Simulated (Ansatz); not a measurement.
# SnO2 (Cassiterite): G0W0 under other settings

A base run on SnO2 (Cassiterite), then changed inputs.

Calculated with Ansatz 0.2.0; G0W0 on PBE, plane waves, PAW.

**1. The starting structure**

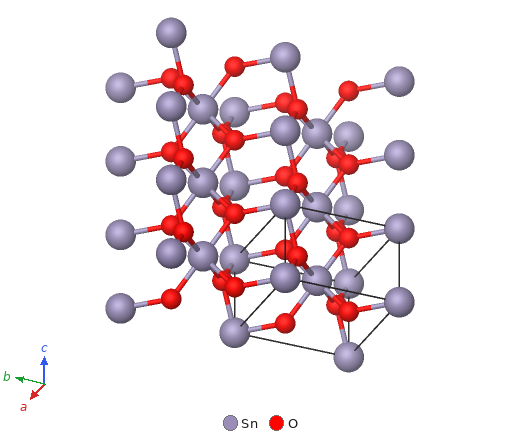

The cell as given, from a free direction (tin purple, oxygen red). 1×2×3 cells are drawn. Some periodic images of atoms are drawn too.

The cell and positions come from the Crystallography Open Database and are kept as given unless a step says otherwise. The default PAW set here is soft_1. Its files were made with PBE.

**2. The base run: 4×4×4 mesh, 263 empty bands, screening to 138 eV**

Now the one-shot GW correction: screening in the RPA, then the self-energy of the levels asked for.

input.yaml reads:

```yaml
crystal:
  lattice:
    - [4.738, 0.0, 0.0]
    - [0.0, 4.738, 0.0]
    - [0.0, 0.0, 3.1865]
  atoms:
    - { symbol: Sn, position: [0.0, 0.0, 0.0] }
    - { symbol: Sn, position: [0.5, 0.5, 0.5] }
    - { symbol: O, position: [0.3071, 0.3071, 0.0] }
    - { symbol: O, position: [0.1929, 0.8071, 0.5] }
    - { symbol: O, position: [0.6929, 0.6929, 0.0] }
    - { symbol: O, position: [0.8071, 0.1929, 0.5] }
kpoints:
  mp_grid: { grid: [4, 4, 4] }
hamiltonian:
  xc: pbe
  pseudopotentials: { kind: paw, azcp: { folder: "./paw" } }
scf:
  occupations: { method: fixed }
gw:
  n_empty_bands: 263
  ecut_chi: 138
  qp_bands: [v2, c2]
  qp_kpoints: band_edges
  screening: { model: contour_deformation }
```

Command:

```
$ ansatz run input.yaml --threads 3 --pin off --max-ram 92160MiB --backend cuda --events-out ev --progress --plain --runs-dir out --devices 1 --max-vram 13GiB
```

Numbers of over 12 decimals in the logs are rounded to 6 here.

The program printed:

```text
GPUs: using 1 of 1 available (devices: 1).
Engine: ansatz 0.2.0, x86_64-unknown-linux-gnu
Pseudopotentials: kind: paw
Pseudopotential: Sn, paw, valence charge 14, recommended cutoff 420 eV (normal), <dir>
Pseudopotential: O, paw, valence charge 6, recommended cutoff 420 eV (normal), <dir>
Functional definition: PBE
  parameter kappa = 0.804
  parameter beta = 0.066725
  exchange = pbe_x(kappa = kappa, mu = beta*pi^2/3)
  correlation = pbe_c(beta = beta)
device memory: the entry about to start is reckoned to put 0.8 GiB on a device that reports 52.2 GiB free (of which the cap on the GPU budget leaves the run 13.0 GiB)
GPU FFT provider: cuFFT
GPU libraries: cuBLAS 13.8.2, cuFFT 12.4.0, cuSOLVER 12.3.4
Crystal: 6 atoms, lattice volume = 71.533 Å³
Basis set: ecut = 420 eV, 1411 PW (Γ)
Bands: 32, of which v1, the nominal top of the filled ones, is band 26 counted from 1 (25 counted from 0)
Symmetry: 16 space group operations
Space group: P42/mnm (ITA 136), of the structure as read, at distance tolerance 4.2e-5 Å
k-points: 18 of 64
Non-local potential: Sn, projectors of the file, l = 0: 2, l = 1: 2, l = 2: 2, l = 3: 1
Non-local potential: O, projectors of the file, l = 0: 2, l = 1: 2, l = 2: 1
PAW form: soft (Blöchl's): semilocal exchange-correlation on the pseudo side does not see the compensation charge
PAW one-centre angular grid: Sn, 590 points (default); XC on 64 Gauss nodes
PAW one-centre angular grid: O, 110 points (default); XC on 64 Gauss nodes
Initial density: superposition of atomic densities (chi_scale 0.1, normalization cell, long waves kept (reshape's long-wave potential 0.00 eV rms))
Initial wavefunctions: pseudopotential atomic-orbital guess
GPU buffer pool allocated for 24576 grid points (all kernels)
GPU transforms: local potential and band sums: pruned to the plane-wave sphere, on 32×32×24
Functional: x = pbe(κ = 0.804, μ = 0.219515), c = pbe(β = 0.066725)
SCF iter   1: F=—  HF=-14318.853596 eV  |F-HF|=—  |Δ(HF+E_count)|=         —  Δρ=8.12e-2  dr2=3.77e0  ethr=3.10e-3  ⟨swp⟩=4.0  Hψ=2221  notcnv=0  defer=70
preconditioner: auto → Resta (q_TF=auto, 2.587 Å⁻¹)  ε∞=3.5  [insulator: Δε(μ)=1.761 eV  Ē_g=20.196 eV  n_scr=18 (ndim 8)  ℏωp=31.7 eV  f_vac=0.000  ε∞_Penn≈3.5]
SCF iter   2: F=—  HF=-14318.046993 eV  |F-HF|=—  |Δ(HF+E_count)|=   8.07e-1  Δρ=3.73e-2  dr2=5.16e-1  ethr=3.10e-3  ⟨swp⟩=2.3  Hψ=1085  notcnv=0  defer=68
SCF iter   3: F=—  HF=-14318.004407 eV  |F-HF|=—  |Δ(HF+E_count)|=   4.26e-2  Δρ=1.34e-2  dr2=9.79e-2  ethr=9.92e-4  ⟨swp⟩=3.0  Hψ=771  notcnv=0  defer=72
SCF iter   4: F=—  HF=-14318.008972 eV  |F-HF|=—  |Δ(HF+E_count)|=   4.57e-3  Δρ=2.17e-3  dr2=2.78e-3  ethr=1.88e-4  ⟨swp⟩=2.6  Hψ=794  notcnv=0  defer=72
[...]
E_ewald      = -4182.851779
  E_smearing   = -0.000000  (= −TS)
  E_closure    = -0.000000  (closes the sum)
  Σ components = -14318.012188   (vs F -14318.012188, Δ=0.00e0)
--- Band table (eV; the first three rows and the last of 18) ---
  k-point 0: bands = [... 22 lower, 8.3491, 8.7946, 8.7946, 9.5660, 10.8482, 15.7386, 15.9432, 15.9432, ... 2 higher]
  k-point 1: bands = [... 22 lower, 7.0555, 8.7303, 8.7303, 9.0674, 13.4234, 16.5228, 18.0231, 18.0231, ... 2 higher]
  k-point 2: bands = [... 22 lower, 7.9163, 7.9163, 8.3116, 8.3116, 15.8081, 15.8081, 19.3580, 19.3580, ... 2 higher]
  k-point 17: bands = [... 22 lower, 8.5990, 8.5990, 8.7346, 8.7346, 14.5108, 14.5108, 18.4671, 18.4671, ... 2 higher]
--- G₀W₀: contour deformation, 7 samples at zero and on the imaginary axis and 2 off it, 64 q-points, 263 empty bands' worth ---
  eigenvalues of the whole cell's RPA ε∞ on this k-mesh (on a slab, of 1 + 4πα/V) = 4.4681, 4.4681, 4.7552; static W/v taken at q = 0 is 0.217058
  bands read: the sum over 289 bands ends inside a degenerate multiplet in 12 slots, whose members it reads at an even weight; the widest, k=1: bands 289 to 290 (counted from 1) at 1/2 each
  gw.qp_kpoints: band_edges: 9 of 18 stored k-points solved, in 1 pass; an edge of the gap read off the rows below is read off those points alone
    valence top: of the k-points left out ik 10 came nearest to being solved in a further pass, in band 26 (counted from 1, as in the quasiparticle table): it holds the edge there only if its correction is more favourable than any solved in that band by at least 0.398 eV; those differ by 0.266 eV
    conduction bottom: of the k-points left out ik 4 came nearest to being solved in a further pass, in band 27 (counted from 1, as in the quasiparticle table): it holds the edge there only if its correction is more favourable than any solved in that band by at least 3.057 eV; those differ by 0.615 eV
  `?` marks the rows in doubt; gw_qp.tsv's column doubts and the gw_qp event give each row's grounds
    ik  band        ε_KS         Σx   Σc(E_QP)       V_xc       Z   E_QP_lin       E_QP  E_QP is
     0    25      8.7946   -26.4269     4.8923   -20.7668  0.7503     8.0155     8.0269  root
     0    26      9.5660   -27.1776     5.2296   -21.1420  0.7508     8.7476     8.7600  root
     0    27     10.8482   -14.4379    -3.4451   -18.5895  0.8224    11.5596    11.5547  root
     0    28     15.7386   -12.1295    -4.7104   -17.8565  0.8018    16.7750    16.7552  root
     1    25      8.7303   -26.6299     4.9987   -20.8182  0.7495     7.9039     7.9173  root
     1    26      9.0674   -26.5172     5.2970   -20.3309  0.7477     8.1613     8.1781  root
     1    27     13.4234   -15.7301    -3.6401   -20.3993  0.8001    14.4670    14.4524  root
     1    28     16.5228   -13.9117    -4.9843   -20.1939  0.7806    17.8600    17.8207  root ?
     2    25      8.3116   -26.2913     5.4008   -19.9300  0.7421     7.3285     7.3512  root
[...]
17    25      8.7346   -26.6265     5.4078   -20.3061  0.7444     7.8036     7.8220  root
    17    26      8.7346   -26.6265     5.4078   -20.3061  0.7444     7.8036     7.8220  root
    17    27     14.5108   -13.3362    -4.3130   -18.6938  0.8104    15.5725    15.5555  root
    17    28     14.5108   -13.3362    -4.3130   -18.6938  0.8104    15.5725    15.5555  root
[key lines of the parts left out:]
SCF converged after 8 iterations
Free energy (F): -14318.012188 eV
Fermi energy:    9.565982 eV
```

Elapsed: 29 s, on 1 × NVIDIA H100 80GB HBM3 (shared by 6 runs) with 3 threads of AMD EPYC 7R13 (Zen 3), shared host; peak memory 1.4 GiB; 18 s of CPU time.

In the SCF lines HF is the Harris–Foulkes energy and dr2 the Hartree energy of the density residual, in eV; the loop may stop once dr2 is under the threshold and the program's other checks hold. Hψ counts applications of the Hamiltonian.

Numbers from this step:

```
bands summed                                 : 289
RPA ε∞ on this mesh (eigenvalues)            : 4.468, 4.468, 4.755
plane waves in the screening matrix          : 267
q-points in the mesh                         : 64
G0W0 gap on the mesh                         : 2.795 eV
k of the valence top                         : 0, 0, 0
k of the conduction bottom                   : 0, 0, 0
starting gap on the mesh                     : 1.282 eV
Z at the valence top                         : 0.7508
Z at the conduction bottom                   : 0.8224
least direct G0W0 gap on the computed points : 2.795 eV
```

The gap on the mesh goes from 1.28 eV to 2.79 eV, a correction of +1.51 eV. Between the two edge states, bare exchange in place of the xc potential would open the gap by 10.19 eV, and correlation takes back 8.67 eV.

**3. Variant: low screening cutoff**

Changes to input.yaml since step 2:

```diff
@@ -20,4 +20,4 @@
 gw:
-  n_empty_bands: 263
-  ecut_chi: 138
+  n_empty_bands: 213
+  ecut_chi: 25
   qp_bands: [v2, c2]
```

The program printed:

```text
GPUs: using 1 of 1 available (devices: 1).
[...]
GPU FFT provider: cuFFT
GPU libraries: cuBLAS 13.8.2, cuFFT 12.4.0, cuSOLVER 12.3.4
Crystal: 6 atoms, lattice volume = 71.533 Å³
Basis set: ecut = 420 eV, 1411 PW (Γ)
Bands: 32, of which v1, the nominal top of the filled ones, is band 26 counted from 1 (25 counted from 0)
[... 1 set-up line as in the run before ...]
[...]
k-points: 18 of 64
[...]
GPU buffer pool allocated for 24576 grid points (all kernels)
[...]
SCF iter   1: F=—  HF=-14318.853596 eV  |F-HF|=—  |Δ(HF+E_count)|=         —  Δρ=8.12e-2  dr2=3.77e0  ethr=3.10e-3  ⟨swp⟩=4.0  Hψ=2221  notcnv=0  defer=70
[...]
SCF iter   8: F=-14318.012188 eV  HF=-14318.012188 eV  |F-HF|=5.66e-9  |Δ(HF+E_count)|=   1.63e-7  Δρ=2.31e-6  dr2=4.35e-9  ethr=1.92e-10  ⟨swp⟩=8.5  Hψ=2109  notcnv=0
SCF 1 converged in 8 iterations: F = -14318.012188 eV  dr2 = 4.35e-9
[...]
NSCF: frozen V_eff on 18 k-points, pencils in batches of 32, up to order 128
[...]
NSCF: frozen V_eff on 18 k-points
G₀W₀ screening: q 1/18
[... further progress lines ...]
SCF converged after 8 iterations
Free energy (F): -14318.012188 eV
[...]
Internal energy: -14318.012188 eV  (E = F + TS)
E sigma→0 (E₀):  -14318.012188 eV
Fermi energy:    9.565982 eV
[...]
--- Band table (eV; the first three rows and the last of 18) ---
  k-point 0: bands = [... 22 lower, 8.3491, 8.7946, 8.7946, 9.5660, 10.8482, 15.7386, 15.9432, 15.9432, ... 2 higher]
  k-point 1: bands = [... 22 lower, 7.0555, 8.7303, 8.7303, 9.0674, 13.4234, 16.5228, 18.0231, 18.0231, ... 2 higher]
  k-point 2: bands = [... 22 lower, 7.9163, 7.9163, 8.3116, 8.3116, 15.8081, 15.8081, 19.3580, 19.3580, ... 2 higher]
  k-point 17: bands = [... 22 lower, 8.5990, 8.5990, 8.7346, 8.7346, 14.5108, 14.5108, 18.4671, 18.4671, ... 2 higher]
[...]
0    25      8.7946   -26.4269     4.6695   -20.7668  0.7849     7.7836     7.8041  root
     0    26      9.5660   -27.1776     4.8978   -21.1420  0.7864     8.3993     8.4282  root
     0    27     10.8482   -14.4379    -3.2919   -18.5895  0.8429    11.7162    11.7079  root
     0    28     15.7386   -12.1295    -4.3361   -17.8565  0.8193    17.1661    17.1295  root
     1    25      8.7303   -26.6299     4.7815   -20.8182  0.7833     7.6768     7.7000  root
     1    26      9.0674   -26.5172     5.0010   -20.3309  0.7808     7.8466     7.8821  root
     1    27     13.4234   -15.7301    -3.4031   -20.3993  0.8260    14.7240    14.6894  root
     1    28     16.5228   -13.9117    -4.5408   -20.1939  0.8045    18.3302    18.2642  root
[...]
17    25      8.7346   -26.6265     5.1387   -20.3061  0.7769     7.5168     7.5528  root
    17    26      8.7346   -26.6265     5.1387   -20.3061  0.7769     7.5168     7.5528  root
    17    27     14.5108   -13.3362    -3.9016   -18.6938  0.8297    15.9983    15.9669  root
    17    28     14.5108   -13.3362    -3.9016   -18.6938  0.8297    15.9983    15.9669  root
```

Run time: 28 s. Hardware: 1 × NVIDIA H100 80GB HBM3 (shared by 6 runs) with 3 threads; peak memory 1.2 GiB.

Against the base:

```tsv
setting	base	variant
empty bands	263	213
screening cutoff (eV)	138	25
```

```tsv
quantity	variant	base
starting gap on the mesh	1.282	1.282
G0W0 gap on the mesh	3.280	2.795
least direct G0W0 gap on the computed points	3.280	2.795
Z at the valence top	0.786	0.751
Z at the conduction bottom	0.843	0.822
```

**4. Variant: all filled levels at the zone centre**

Changes to input.yaml since step 3:

```diff
@@ -20,6 +20,6 @@
 gw:
-  n_empty_bands: 213
-  ecut_chi: 25
-  qp_bands: [v2, c2]
-  qp_kpoints: band_edges
+  n_empty_bands: 162
+  ecut_chi: 100
+  qp_bands: [lowest, c2]
+  qp_kpoints: [[0, 0, 0]]
   screening: { model: contour_deformation }
```

The program printed:

```text
GPUs: using 1 of 1 available (devices: 1).
[...]
GPU FFT provider: cuFFT
GPU libraries: cuBLAS 13.8.2, cuFFT 12.4.0, cuSOLVER 12.3.4
Crystal: 6 atoms, lattice volume = 71.533 Å³
Basis set: ecut = 420 eV, 1411 PW (Γ)
Bands: 32, of which v1, the nominal top of the filled ones, is band 26 counted from 1 (25 counted from 0)
[... 1 set-up line as in the run before ...]
[...]
k-points: 18 of 64
[...]
GPU buffer pool allocated for 24576 grid points (all kernels)
[...]
SCF iter   1: F=—  HF=-14318.853596 eV  |F-HF|=—  |Δ(HF+E_count)|=         —  Δρ=8.12e-2  dr2=3.77e0  ethr=3.10e-3  ⟨swp⟩=4.0  Hψ=2221  notcnv=0  defer=70
[...]
SCF iter   8: F=-14318.012188 eV  HF=-14318.012188 eV  |F-HF|=5.66e-9  |Δ(HF+E_count)|=   1.63e-7  Δρ=2.31e-6  dr2=4.35e-9  ethr=1.92e-10  ⟨swp⟩=8.5  Hψ=2109  notcnv=0
SCF 1 converged in 8 iterations: F = -14318.012188 eV  dr2 = 4.35e-9
[...]
G₀W₀ screening: q 1/18
[... further progress lines ...]
SCF converged after 8 iterations
Free energy (F): -14318.012188 eV
[...]
Internal energy: -14318.012188 eV  (E = F + TS)
E sigma→0 (E₀):  -14318.012188 eV
Fermi energy:    9.565982 eV
[...]
--- Band table (eV; the first three rows and the last of 18) ---
  k-point 0: bands = [... 22 lower, 8.3491, 8.7946, 8.7946, 9.5660, 10.8482, 15.7386, 15.9432, 15.9432, ... 2 higher]
  k-point 1: bands = [... 22 lower, 7.0555, 8.7303, 8.7303, 9.0674, 13.4234, 16.5228, 18.0231, 18.0231, ... 2 higher]
  k-point 2: bands = [... 22 lower, 7.9163, 7.9163, 8.3116, 8.3116, 15.8081, 15.8081, 19.3580, 19.3580, ... 2 higher]
  k-point 17: bands = [... 22 lower, 8.5990, 8.5990, 8.7346, 8.7346, 14.5108, 14.5108, 18.4671, 18.4671, ... 2 higher]
[...]
0     1    -11.5405   -41.9704     8.3397   -31.2501  0.7256   -14.0398   -13.9210  root ?
     0     2    -10.7718   -43.2747     7.4112   -33.1977  0.7661   -13.5500   -13.4375  root ?
     0     3    -10.4844   -44.9339     6.7413   -35.3131  0.7861   -13.5283   -13.3640  root ?
     0     4    -10.4611   -45.4291     6.9646   -35.4996  0.7938   -13.5835   -13.4260  root ?
     0     5    -10.4611   -45.4291     6.9646   -35.4996  0.7938   -13.5835   -13.4260  root ?
     0     6    -10.3746   -45.0079     7.0183   -35.1559  0.7758   -13.3545   -13.2082  root ?
     0     7    -10.3365   -45.2604     6.7333   -35.6100  0.7890   -13.4390   -13.2535  root ?
     0     8    -10.2475   -45.5657     6.7069   -35.9517  0.7842   -13.3230   -13.1546  root ?
     0     9    -10.2128   -45.6017     6.7268   -35.9873  0.7836   -13.2681   -13.1005  root ?
     0    10    -10.2128   -45.6017     6.7268   -35.9873  0.7836   -13.2681   -13.1005  root ?
     0    11     -9.3557   -33.6773     9.8576   -22.3551  0.6807   -10.8934   -10.8203  root
     0    12     -7.5232   -33.2845    10.2869   -21.7419  0.6763    -8.8181    -8.7789  root
     0    13     -7.5232   -33.2845    10.2869   -21.7419  0.6763    -8.8181    -8.7789  root
     0    14     -5.7203   -37.6271     8.8455   -27.1499  0.7205    -7.4169    -7.3521  root
     0    15      1.4812   -24.6408     5.4880   -18.2395  0.7492     0.5661     0.5678  root
     0    16      5.5206   -24.3516     5.1586   -18.3735  0.7203     4.6816     4.7012  root
     0    17      5.5206   -24.3516     5.1586   -18.3735  0.7203     4.6816     4.7012  root
     0    18      5.6130   -24.6395     5.0153   -18.8232  0.7332     4.7963     4.8120  root
[...]
0    25      8.7946   -26.4269     5.0441   -20.7668  0.7526     8.1716     8.1787  root
     0    26      9.5660   -27.1776     5.3839   -21.1420  0.7529     8.9065     8.9143  root
     0    27     10.8482   -14.4379    -3.3404   -18.5895  0.8251    11.6663    11.6593  root
     0    28     15.7386   -12.1295    -4.5545   -17.8565  0.8031    16.9411    16.9111  root
```

Elapsed: 26 s, on 1 × NVIDIA H100 80GB HBM3 (shared by 6 runs) with 3 threads; peak memory 1.1 GiB; 10 s of CPU time.

Absolute levels on the run's own zero. QP, by row:

```tsv
k index	band	KS (eV)	Sigma_x (eV)	Sigma_c (eV)	Vxc (eV)	Z	QP linearised (eV)	QP (eV)	source	doubts
0	1	-11.54	-41.97	8.34	-31.25	0.7256	-14.04	-13.92	root	energies_apart
0	2	-10.77	-43.27	7.411	-33.2	0.7661	-13.55	-13.44	root	energies_apart
0	3	-10.48	-44.93	6.741	-35.31	0.7861	-13.53	-13.36	root	energies_apart
0	4	-10.46	-45.43	6.965	-35.5	0.7938	-13.58	-13.43	root	energies_apart
0	5	-10.46	-45.43	6.965	-35.5	0.7938	-13.58	-13.43	root	energies_apart
0	6	-10.37	-45.01	7.018	-35.16	0.7758	-13.35	-13.21	root	energies_apart
0	7	-10.34	-45.26	6.733	-35.61	0.789	-13.44	-13.25	root	energies_apart
0	8	-10.25	-45.57	6.707	-35.95	0.7842	-13.32	-13.15	root	energies_apart
0	9	-10.21	-45.6	6.727	-35.99	0.7836	-13.27	-13.1	root	energies_apart
0	10	-10.21	-45.6	6.727	-35.99	0.7836	-13.27	-13.1	root	energies_apart
0	11	-9.356	-33.68	9.858	-22.36	0.6807	-10.89	-10.82	root	
0	12	-7.523	-33.28	10.29	-21.74	0.6763	-8.818	-8.779	root	
0	13	-7.523	-33.28	10.29	-21.74	0.6763	-8.818	-8.779	root	
0	14	-5.72	-37.63	8.845	-27.15	0.7205	-7.417	-7.352	root	
0	15	1.481	-24.64	5.488	-18.24	0.7492	0.5661	0.5678	root	
0	16	5.521	-24.35	5.159	-18.37	0.7203	4.682	4.701	root	
0	17	5.521	-24.35	5.159	-18.37	0.7203	4.682	4.701	root	
0	18	5.613	-24.64	5.015	-18.82	0.7332	4.796	4.812	root	
0	19	6.468	-24.29	5.745	-17.49	0.7212	5.371	5.413	root	
0	20	7.528	-25.77	4.578	-20.6	0.7542	6.937	6.944	root	
0	21	7.642	-27.16	4.407	-22.14	0.7625	7.025	7.032	root	
0	22	8.349	-26.92	4.465	-21.88	0.7625	7.766	7.772	root	
0	23	8.349	-26.92	4.465	-21.88	0.7625	7.766	7.772	root	
0	24	8.795	-26.43	5.044	-20.77	0.7526	8.172	8.179	root	
0	25	8.795	-26.43	5.044	-20.77	0.7526	8.172	8.179	root	
0	26	9.566	-27.18	5.384	-21.14	0.7529	8.906	8.914	root	
0	27	10.85	-14.44	-3.34	-18.59	0.8251	11.67	11.66	root	
0	28	15.74	-12.13	-4.554	-17.86	0.8031	16.94	16.91	root
```

Against the base:

```tsv
setting	base	variant
empty bands	263	162
screening cutoff (eV)	138	100
levels asked	v2 to c2	lowest to c2
points asked	band edges	[[0, 0, 0]]
```

**5. Summary of results**

```json
{"base": "2.79 eV, 29 s", "low screening cutoff": "3.28 eV, 28 s", "all filled levels at the zone centre": "direct gap at the listed points 2.75 eV, 26 s"}
```

In words: Low screening cutoff: the gap moves by +0.49 eV; such settings are too crude to quote. The variant differs from the base in empty bands and screening cutoff together, so the change can't be laid to one of them. All filled levels at the zone centre: only the listed points were computed; the least direct gap there is 2.75 eV, with empty bands, screening cutoff, levels asked and points asked changed against the base. All runs here use a coarse mesh and modest cutoffs; they test settings and are not final values. The 4×4×4 mesh is coarse for this cell (its supercell is 13 Å along the shortest edge). The RPA ε∞ on it, from the PBE start, is 4.47 and 4.76; such meshes misread the long-range screening, most where the gap is narrow. The many-body steps are scalar-relativistic: spin-orbit coupling is not in them.

[Paths, hosts, dates, memory and timing lines, banners, echoed tables and standing remarks are left out of the program output.]

[Logs are printed without paths, hosts, clocks, repeated set-up lines and the standing remarks that a program may print on its own settings, such as how far it seeks lower states.]

[Runs of the session that timed out or met a known fault of the program may be left out.]

[Cells called generated may have been cut or substituted from an entry of the Crystallography Open Database or the Materials Project.]

[Hosts, paths, dates, database ids (printed as entryN), source tags and the programs' standing remarks are cut or masked in the printed files.]
